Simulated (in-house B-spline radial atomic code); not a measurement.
# O: excited configurations

How much energy does it take to promote electrons of O to other shells? Each configuration is solved by itself and compared with the reference.

Program: in-house B-spline radial atomic code version 1. Level of theory: Dirac-Hartree-Fock, average of configuration, Fermi nucleus, basis-set limit. These are calculated values, not measurements, unless marked.

### Step 1. What is computed

```
element       : oxygen (Z = 8)
charge        : 0
electrons     : 8
configuration : [He] 2s2 2p4
Hamiltonian   : Dirac-Coulomb
nucleus       : Fermi, rms radius 2.699 fm
```

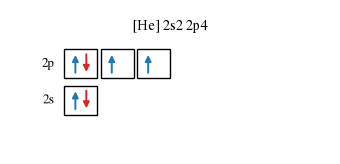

Outer shells as boxes.

The boxes draw the filling by Hund's rule, which heavy ions in jj coupling don't follow; these runs average over all states of the configuration.

Input settings:

```ini
Z = 8
electrons = 8.0
configuration = [He] 2s2 2p4
hamiltonian = dirac
method = hf
spin_polarised = False
nucleus = fermi
rms_radius = 2.6991
mass_number = 16
atomic_mass = 15.99491461926
speed_of_light = 137.035999084
```

From the earlier run of the reference: total energy -74.824986 hartree. Levels, eight at most:

```csv
orbital,occupation,energy (eV),<r> (bohr)
1s1/2,2,-563.24,0.1984
2s1/2,2,-34.080,1.139
2p1/2,1.33333,-16.784,1.238
2p3/2,2.66667,-16.745,1.240
```

### Step 2. Run with [He] 2s1 2p4 4d1

Input settings:

```ini
Z = 8
electrons = 8.0
configuration = [He] 2s1 2p4 4d1
hamiltonian = dirac
method = hf
spin_polarised = False
nucleus = fermi
rms_radius = 2.6991
mass_number = 16
atomic_mass = 15.99491461926
speed_of_light = 137.035999084
```

### Step 3. Configuration [He] 2s2 2p3 6p1

Changes to the settings of step 2:

```diff
@@ -2,3 +2,3 @@
 electrons = 8.0
-configuration = [He] 2s1 2p4 4d1
+configuration = [He] 2s2 2p3 6p1
 hamiltonian = dirac
```

### Step 4. Run with [He] 2s1 2p4 6f1

Changes to the settings of step 3:

```diff
@@ -2,3 +2,3 @@
 electrons = 8.0
-configuration = [He] 2s2 2p3 6p1
+configuration = [He] 2s1 2p4 6f1
 hamiltonian = dirac
```

### Step 5. [He] 2s1 2p4 3s1

Changes to the settings of step 4:

```diff
@@ -2,3 +2,3 @@
 electrons = 8.0
-configuration = [He] 2s1 2p4 6f1
+configuration = [He] 2s1 2p4 3s1
 hamiltonian = dirac
```

### Step 6. Run with [He] 2s2 2p3 3p1

Changes to the settings of step 5:

```diff
@@ -2,3 +2,3 @@
 electrons = 8.0
-configuration = [He] 2s1 2p4 3s1
+configuration = [He] 2s2 2p3 3p1
 hamiltonian = dirac
```

### Step 7. Run with [He] 2s1 2p4 6d1

Changes to the settings of step 6:

```diff
@@ -2,3 +2,3 @@
 electrons = 8.0
-configuration = [He] 2s2 2p3 3p1
+configuration = [He] 2s1 2p4 6d1
 hamiltonian = dirac
```

### Step 8. Run with [He] 2s2 2p3 4f1

Changes to the settings of step 7:

```diff
@@ -2,3 +2,3 @@
 electrons = 8.0
-configuration = [He] 2s1 2p4 6d1
+configuration = [He] 2s2 2p3 4f1
 hamiltonian = dirac
```

### Step 9. [He] 2s2 2p3 4p1

Changes to the settings of step 8:

```diff
@@ -2,3 +2,3 @@
 electrons = 8.0
-configuration = [He] 2s2 2p3 4f1
+configuration = [He] 2s2 2p3 4p1
 hamiltonian = dirac
```

How far above the reference does each configuration lie (order and size, in eV)?

The runs gave:

| net move | configuration | energy above the reference (eV) | with Breit, QED, recoil (eV) | largest <r> (bohr) |
| --- | --- | --- | --- | --- |
| 2p → 3p | [He] 2s2 2p3 3p1 | 11.855 | 11.854 | 6.73 |
| 2p → 4p | [He] 2s2 2p3 4p1 | 13.289 | 13.289 | 15.1 |
| 2p → 4f | [He] 2s2 2p3 4f1 | 13.721 | 13.720 | 18.0 |
| 2p → 6p | [He] 2s2 2p3 6p1 | 14.081 | 14.080 | 40.7 |
| 2s → 3s | [He] 2s1 2p4 3s1 | 27.598 | 27.591 | 4.97 |
| 2s → 4d | [He] 2s1 2p4 4d1 | 30.937 | 30.929 | 20.8 |
| 2s → 6d | [He] 2s1 2p4 6d1 | 31.413 | 31.405 | 50.7 |
| 2s → 6f | [He] 2s1 2p4 6f1 | 31.414 | 31.407 | 48.0 |

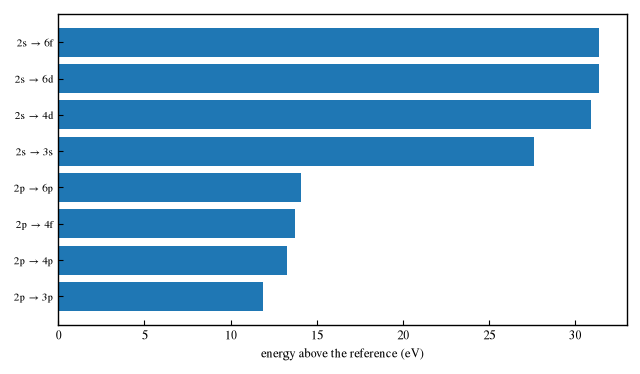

Energy of each configuration above the reference.

Quantum defects of the promoted electron, δ = n − ζ/√(−2ε) with ζ = 1 and ε its orbital energy in hartree:

| promotion | δ |
| --- | --- |
| 2p → 3p | 0.765 |
| 2p → 4p | 0.745 |
| 2p → 4f | 0.000 |
| 2p → 6p | 0.734 |
| 2s → 3s | 1.284 |
| 2s → 4d | 0.011 |
| 2s → 6d | 0.014 |
| 2s → 6f | 0.000 |

**Reading.** At the bottom stands 2p → 3p (11.855 eV), at the top 2s → 6f (31.414 eV). 4 of them lie more than 2 % above the ionisation threshold that Koopmans' theorem gives (16.745 eV), where such states can decay by emitting an electron. Of those tabulated, the defect is largest for 3s (1.28) and least for 4f (0.00): low angular momentum penetrates the core, high angular momentum stays outside it. Two partly filled shells share a symmetry and can mix in the average, which may lower the energy, for: 2p → 3p; 2p → 4p; 2p → 6p; 2s → 3s. These are averages over configurations, without correlation, not spectroscopic levels.
